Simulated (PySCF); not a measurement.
# C₆H₇FO₂: what the fields show

Input

```
{"job": {"kind": "uv", "xc": "B3LYP", "basis": "def2-SVPD", "nstates": 8, "ntriplets": 3}, "charge": 0, "multiplicity": 1}
C      2.117173    -0.376451    -1.751479
C      0.985827    -0.901987    -1.295402
C      0.171979    -0.292031    -0.239706
C     -1.013484    -0.891051     0.076251
C     -1.910995    -0.673839     1.172158
O     -1.786376    -0.157363     2.238693
F     -3.117702    -1.290275     0.902449
O      0.712421     0.821442     0.244530
C     -0.027502     1.720713     1.045170
H      2.497434     0.553523    -1.365278
H      2.693696    -0.862170    -2.519105
H      0.611205    -1.835849    -1.686904
H     -1.323111    -1.704519    -0.563835
H      0.585536     2.618130     1.115724
H     -0.219618     1.320610     2.041842
H     -0.984080     1.960062     0.573482
```

Launched as:

```sh
OMP_NUM_THREADS=1 python probes_run.py task.json out
```

Geometry: GFN2-xTB.

All numbers below come from B3LYP/def2-SVPD, SCF density, gas phase in PySCF.

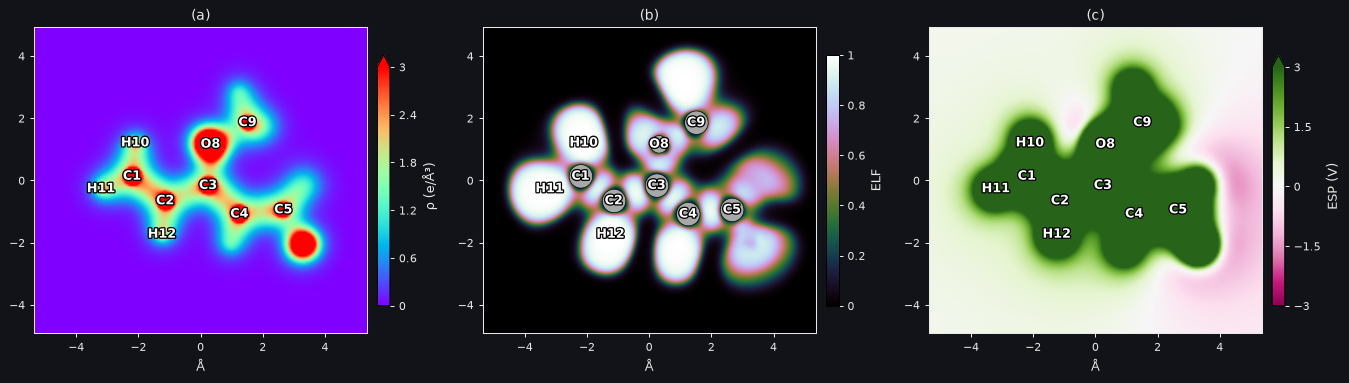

Figure 1. (a) total electron density; (b) electron localisation function; (c) molecular electrostatic potential on the plane of atoms H10, C1 and H11. Grey discs cover the atomic cores in the ELF map.

Read the bonding off the picture.

- The section cuts through C, O and H sites.
- C–C (1.33 Å): ρ at the midpoint is about 2.3 e/Å³; the ELF peaks at about 0.95 between the atoms (a multiple bond).
- C–H (1.08 Å): ρ is about 2 e/Å³ halfway; the ELF climbs to about 1 towards the hydrogen, as it does in any bond to H: a covalent bond by its length.
- C–O (1.33 Å): ρ at the midpoint is about 2.5 e/Å³; the ELF peaks at about 0.90 between the atoms, as expected for a shared but strongly polarised pair.
- C–C (1.43 Å): ρ is about 2 e/Å³ halfway; the ELF peaks at about 0.95 between the atoms; a covalent bond.
- The ELF also peaks beside F7 and O8, away from the bonds: lone-pair regions.
- Outside the dense part of the molecule the potential is most negative (−1.5 V) near O6, which lies off the plane.

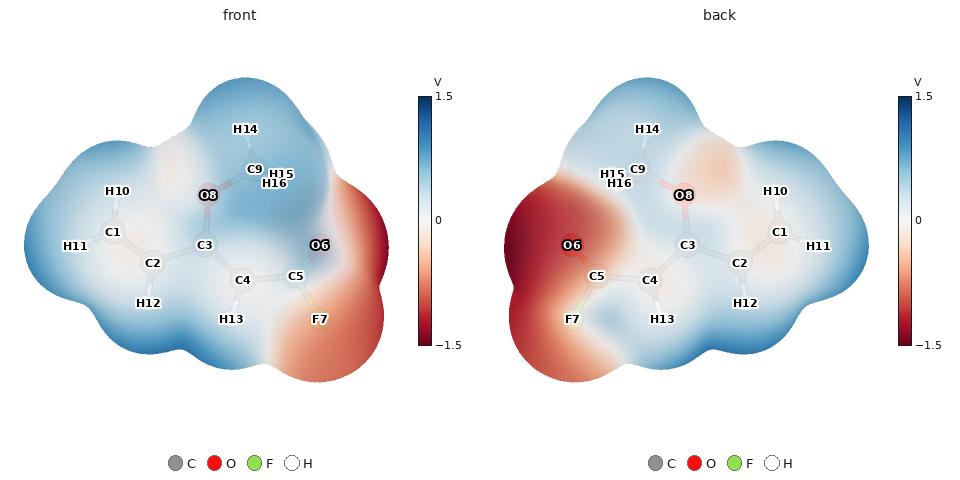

Figure 2. The electrostatic potential painted on the density surface at 0.001 e/bohr³, seen from the front and from behind; the colour scale runs from red (negative) to blue (positive).

Which sites attract a positive test charge, and which a negative one?

A positive charge is drawn to the negative regions and a negative charge to the positive ones. The most negative region (about −1.4 V, or −32 kcal/mol for a unit charge) lies over O6, the most positive (about +1.0 V, or +23 kcal/mol for a unit charge) over H12 and H13. O6 is the likeliest acceptor of a hydrogen bond.

How polar is the molecule by this calculation?

Its dipole moment is 4.00 D.
